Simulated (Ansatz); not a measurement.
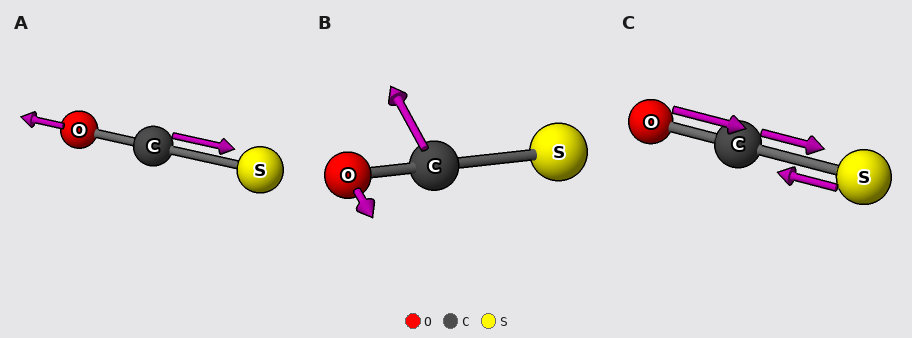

3 normal modes of one molecule or complex, as arrows. Charge +1, doublet. Harmonic vibrations computed with UKS PBE0-D4/def2-TZVP (Ansatz 0.2.0) at a stationary point of the same level.

Match the panels to the wavenumbers 406 cm⁻¹, 745 cm⁻¹, 2175 cm⁻¹.

A: 2175 cm⁻¹, C–O stretching
B: 406 cm⁻¹, bending of the linear chain
C: 745 cm⁻¹, C–S stretching
